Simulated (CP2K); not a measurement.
# One shape, several levels: CH4AlNO (SMILES C1[NH][AlH][O]1)

Wanted: a comparison of 4 runs (B3LYP/6-31G*, AM1, PM6, GFN1-xTB) of CH4AlNO. 

The calculation is run with CP2K 2026.2.

3 further runs of the same task are left out: 1 that didn't finish, 2 set aside as unsound or not needed.

## 1. The structure to begin with

CH4AlNO has 8 atoms, charge 0, and is taken as a singlet. As SMILES, `C1[NH][AlH][O]1`. The Al3–H8 distance was set to 2.824 Å, away from the relaxed value. At this shape a bond of the SMILES string is far longer than usual.

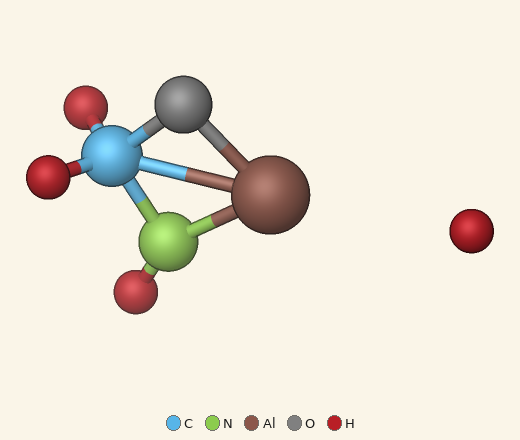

Viewed from a chosen angle; carbon blue, nitrogen green, aluminium brown, oxygen grey, hydrogen red.

## 2. A single-point energy at B3LYP/6-31G(d) (spherical functions) (run 1)

molecule.xyz

```xyz
8

C     -0.357916     1.977233    -0.735109
N      0.472984     1.468333     0.359591
Al    -0.067816    -0.144267    -0.086009
O     -0.924416     0.786133    -1.270109
H      0.228484     2.492133    -1.508609
H     -1.156416     2.646233    -0.385809
H      1.003784     2.102233     0.926391
H      0.166000    -2.878600     0.578000
```

gas.inp

```
&GLOBAL
  PROJECT_NAME gas
  RUN_TYPE ENERGY
  PRINT_LEVEL MEDIUM
&END GLOBAL

&FORCE_EVAL
  METHOD QUICKSTEP
  &DFT
    BASIS_SET_FILE_NAME ./6_31gs.basis
    POTENTIAL_FILE_NAME POTENTIAL
    CHARGE 0
    MULTIPLICITY 1
    # Quickstep
    &QS
      METHOD GAPW
      EPS_DEFAULT 1.0E-10
    &END QS
    # real-space grids
    &MGRID
      CUTOFF 280
      REL_CUTOFF 50
      NGRIDS 4
    &END MGRID
    # isolated system
    &POISSON
      PERIODIC NONE
      POISSON_SOLVER MULTIPOLE
    &END POISSON
    &SCF
      SCF_GUESS ATOMIC
      EPS_SCF 1.0E-07
      MAX_SCF 150
      ADDED_MOS 3
      &DIAGONALIZATION
        ALGORITHM STANDARD
      &END DIAGONALIZATION
      &MIXING
        METHOD DIRECT_P_MIXING
        ALPHA 0.4
      &END MIXING
    &END SCF
    # functional
    &XC
      &XC_FUNCTIONAL
        &HYB_GGA_XC_B3LYP
        &END HYB_GGA_XC_B3LYP
      &END XC_FUNCTIONAL
      &HF
        FRACTION 0.2
        &SCREENING
          EPS_SCHWARZ 1.0E-10
          SCREEN_ON_INITIAL_P F
        &END SCREENING
        &INTERACTION_POTENTIAL
          POTENTIAL_TYPE COULOMB
        &END INTERACTION_POTENTIAL
        &MEMORY
          MAX_MEMORY 1050
        &END MEMORY
      &END HF
    &END XC
    &PRINT
      &MOMENTS
        PERIODIC F
        REFERENCE COM
        MAX_MOMENT 1
      &END MOMENTS
      &MO ON
        ENERGIES T
        OCCUPATION_NUMBERS T
        NDIGITS 6
        &EACH
          QS_SCF 0
        &END EACH
        ADD_LAST NUMERIC
      &END MO
      &LOWDIN ON
      &END LOWDIN
      &HIRSHFELD OFF
      &END HIRSHFELD
    &END PRINT
  &END DFT
  &SUBSYS
    &CELL
      ABC [angstrom] 9.2 12.5 9.4
      PERIODIC NONE
    &END CELL
    &TOPOLOGY
      COORD_FILE_NAME molecule.xyz
      COORD_FILE_FORMAT XYZ
      &CENTER_COORDINATES
      &END CENTER_COORDINATES
    &END TOPOLOGY
    &KIND C
      BASIS_SET 6-31Gs
      POTENTIAL ALL
      LEBEDEV_GRID 194
      RADIAL_GRID 100
    &END KIND
    &KIND N
      BASIS_SET 6-31Gs
      POTENTIAL ALL
      LEBEDEV_GRID 194
      RADIAL_GRID 100
    &END KIND
    &KIND Al
      BASIS_SET 6-31Gs
      POTENTIAL ALL
      LEBEDEV_GRID 194
      RADIAL_GRID 100
    &END KIND
    &KIND O
      BASIS_SET 6-31Gs
      POTENTIAL ALL
      LEBEDEV_GRID 194
      RADIAL_GRID 100
    &END KIND
    &KIND H
      BASIS_SET 6-31Gs
      POTENTIAL ALL
      LEBEDEV_GRID 194
      RADIAL_GRID 100
    &END KIND
  &END SUBSYS
&END FORCE_EVAL
```

Command:

```
OMP_NUM_THREADS=1 cp2k.psmp -i gas.inp > gas.out 2>&1
```

The log of the run:

```text
CP2K| version string:                                       CP2K version 2026.2
[...]
 GLOBAL| Method name                                                        CP2K
[...]
 GLOBAL| Run type                                                         ENERGY
[...]
 DFT| Spin restricted Kohn-Sham (RKS) calculation                            RKS
 DFT| Multiplicity                                                             1
[...]
 DFT| Charge                                                                   0
[...]
 FUNCTIONAL| HYB_GGA_XC_B3LYP:
[...]
 QS| Method:                                                                GAPW
[...]
 QS| Density cutoff [a.u.]:                                                140.0
[...]
 QS| Relative density cutoff [a.u.]:                                        25.0
[...]
                             - Atoms:                                          8
[...]
                             - Spherical basis functions:                     68
[...]
 Number of electrons:                                                         38
[...]
     1 P_Mix/Diag. 0.40E+00    5.8     0.61244403      -413.4767732627 -4.13E+02
[...]
    17 DIIS/Diag.  0.12E-06    1.5     0.00000008      -412.8318455216 -1.14E-13
  *** SCF run converged in    17 steps ***
[...]
  Overlap energy of the core charge distribution:               0.00000170392749
  Self energy of the core charge distribution:               -261.40660566954949
  Core Hamiltonian energy:                                   -152.01291416277459
  Hartree energy:                                              79.55244608931429
  Exchange-correlation energy:                                -11.52662722777721
  Hartree-Fock Exchange energy:                                -7.90386422958543
[...]
  Dipole moment [Debye]
    X=  0.1091949E+01 Y=  0.2286289E+01 Z=  0.1025913E+01  Total=      2.7334901
 ENERGY| Total FORCE_EVAL ( QS ) energy [hartree]           -412.831845521572120
[...]
```

Wall time 32 s (1 thread of Arm Neoverse V1, shared host); peak memory 0.59 GiB.

## 3. The energy at AM1 (run 2)

mol.inp

```
&GLOBAL
  PROJECT_NAME mol
  RUN_TYPE ENERGY
  PRINT_LEVEL MEDIUM
&END GLOBAL

&FORCE_EVAL
  METHOD Quickstep
  &DFT
    # Quickstep
    &QS
      METHOD AM1
      EPS_DEFAULT 1.0E-10
      &SE
        &COULOMB
          CUTOFF [angstrom] 50
          RC_RANGE [angstrom] 0
        &END COULOMB
        &EXCHANGE
          CUTOFF [angstrom] 50
          RC_RANGE [angstrom] 0
        &END EXCHANGE
      &END SE
    &END QS
    &POISSON
      PERIODIC NONE
      POISSON_SOLVER ANALYTIC
    &END POISSON
    &SCF
      SCF_GUESS ATOMIC
      EPS_SCF 1.0E-07
      MAX_SCF 100
      ADDED_MOS 4
      &DIAGONALIZATION
        ALGORITHM STANDARD
      &END DIAGONALIZATION
      &MIXING
        METHOD DIRECT_P_MIXING
        ALPHA 0.4
      &END MIXING
    &END SCF
    # extra output
    &PRINT
      &MOMENTS
        PERIODIC F
        REFERENCE COM
        MAX_MOMENT 1
      &END MOMENTS
      &MO ON
        ENERGIES T
        OCCUPATION_NUMBERS T
        NDIGITS 6
        &EACH
          QS_SCF 0
        &END EACH
        ADD_LAST NUMERIC
      &END MO
      &HIRSHFELD OFF
      &END HIRSHFELD
    &END PRINT
  &END DFT
  &SUBSYS
    # box in angstrom
    &CELL
      ABC 10.2 13.5 10.4
      PERIODIC NONE
    &END CELL
    &COORD
      C      4.818400     8.843416     4.756000
      N      5.649300     8.334516     5.850700
      Al     5.108500     6.721916     5.405100
      O      4.251900     7.652316     4.221000
      H      5.404800     9.358316     3.982500
      H      4.019900     9.512416     5.105300
      H      6.180100     8.968416     6.417500
      H      5.342316     3.987584     6.069109
    &END COORD
  &END SUBSYS
&END FORCE_EVAL
```

Command:

```
OMP_NUM_THREADS=1 cp2k.psmp -i mol.inp > mol.out 2>&1
```

The log of the run:

```text
CP2K| version string:                                       CP2K version 2026.2
[...]
 GLOBAL| Method name                                                        CP2K
[...]
 GLOBAL| Run type                                                         ENERGY
[...]
                             - Atoms:                                          8
[...]
                             - Spherical basis functions:                     20
[...]
 Number of electrons:                                                         22
[...]
     1 P_Mix/Diag. 0.40E+00    0.0     0.69192436       -22.3333309247 -2.23E+01
[...]
    18 DIIS/Diag.  0.28E-07    0.0     0.00000007       -27.7862027038 -2.91E-13
  *** SCF run converged in    18 steps ***
  Core-core repulsion energy [eV]:                           1273.32449794524655
  Core Hamiltonian energy [eV]:                             -1230.31708825299233
  Two-electron integral energy [eV]:                        -1598.21687476474722
  Electronic energy [eV]:                                   -2029.42552563536583
  Total energy [eV]:                                         -756.10102769011939
  Atomic reference energy [eV]:                               758.70737495009098
  Heat of formation [kcal/mol]:                                60.10380041712634
[...]
 SE_DIPOLE| Moment [Debye]         -1.20516843       0.20408137      -1.51281198
 SE_DIPOLE| Derivative [a.u.]       0.00000000       0.00000000       0.00000000
 ENERGY| Total FORCE_EVAL ( QS ) energy [hartree]            -27.786202703834366
[...]
```

It took 0.3 s on 1 thread of Arm Neoverse V1, shared host.

Run 3 isn't shown in full; the table further down has it.

## 4. A single-point energy at GFN1-xTB (run 4)

calc.inp

```
&FORCE_EVAL
   METHOD QS
   &DFT
      &QS
         METHOD XTB
         EPS_DEFAULT 1.0E-10
         &XTB
            GFN_TYPE 1
            CHECK_ATOMIC_CHARGES F
         &END XTB
      &END QS
      &POISSON
         PERIODIC NONE
         POISSON_SOLVER ANALYTIC
      &END POISSON
      &SCF
         SCF_GUESS ATOMIC
         EPS_SCF 1.0E-06
         MAX_SCF 150
         &DIAGONALIZATION
            ALGORITHM STANDARD
         &END DIAGONALIZATION
         &MIXING
            METHOD BROYDEN_MIXING
            ALPHA 0.2
            NBUFFER 8
         &END MIXING
      &END SCF
      &PRINT
         &MOMENTS
            PERIODIC F
            REFERENCE COM
            MAX_MOMENT 1
         &END MOMENTS
         &MO ON
            ENERGIES T
            OCCUPATION_NUMBERS T
            NDIGITS 6
            &EACH
               QS_SCF 0
            &END EACH
            ADD_LAST NUMERIC
         &END MO
         &HIRSHFELD OFF
         &END HIRSHFELD
      &END PRINT
   &END DFT
   &SUBSYS
      &CELL
         ABC 12.2 15.5 12.4
         PERIODIC NONE
      &END CELL
      &COORD
         UNIT bohr
         C     -0.6763632     3.7364289    -1.3891547
         N      0.8938102     2.7747472     0.6795285
         Al    -0.1281537    -0.2726251    -0.1625335
         O     -1.7468931     1.4855761    -2.4001582
         H      0.4317722     4.7094488    -2.8508578
         H     -2.1853095     5.0006556    -0.7290733
         H      1.8968768     3.9726446     1.7506253
         H      0.3136945    -5.4397656     1.0922617
      &END COORD
      &TOPOLOGY
         &CENTER_COORDINATES
         &END CENTER_COORDINATES
      &END TOPOLOGY
   &END SUBSYS
&END FORCE_EVAL

&GLOBAL
   PROJECT_NAME calc
   RUN_TYPE ENERGY
   PRINT_LEVEL MEDIUM
&END GLOBAL
```

Command:

```
OMP_NUM_THREADS=1 cp2k.psmp -i calc.inp -o calc.out
```

The log of the run:

```text
CP2K| version string:                                       CP2K version 2026.2
[...]
 GLOBAL| Method name                                                        CP2K
[...]
 GLOBAL| Run type                                                         ENERGY
[...]
                             - Atoms:                                          8
[...]
                             - Spherical basis functions:                     29
[...]
 Number of electrons:                                                         22
[...]
     1 NoMix/Diag. 0.20E+00    0.0     1.34767526       -13.1124408215 -1.31E+01
[...]
    63 Broy./Diag. 0.20E+00    0.0     0.00000088       -13.3843377471  5.17E-06
  *** SCF run converged in    63 steps ***
[...]
 TB_DIPOLE| Moment [Debye]          1.29866413       1.56502880       1.38569226
 TB_DIPOLE| Derivative [a.u.]       0.00000000       0.00000000       0.00000000
[...]
 ENERGY| Total FORCE_EVAL ( QS ) energy [hartree]            -13.384337747076044
[...]
```

Wall time 0.44 s (1 thread of Arm Neoverse V1, shared host).

## 5. Overview of the runs

```csv
run,level,scheme,iteration cap,energy (Eh),dipole moment (D),HOMO energy (eV),wall time
1,B3LYP/6-31G* (spherical functions),GAPW,150,-412.831846,2.73,-6.86,32 s
2,AM1,–,100,-27.786203,1.94,-8.74,0.3 s
3,PM6,–,40,-25.475748,2.40,–,0.73 s
4,GFN1-xTB,–,150,-13.384338,2.46,-10.75,0.44 s
```

## 6. What came out

| quantity | value |
| --- | --- |
| run 4: total energy | -13.38434 Eh |
| run 4: dipole moment (from atomic charges alone) | 2.46 D |
| run 4: HOMO energy | -10.75 eV |
| run 4: dispersion energy | -5.02 kJ/mol |

What this shows: The dipole moment (its size) runs from 1.94 D (AM1) to 2.73 D (B3LYP/6-31G*). The two ends differ in method and basis and Hamiltonian. Some of these are taken from atomic charges alone. Force-field and semi-empirical energies have zeros of their own, so their totals don't compare. All runs together took 33 s, the longest 32 s.
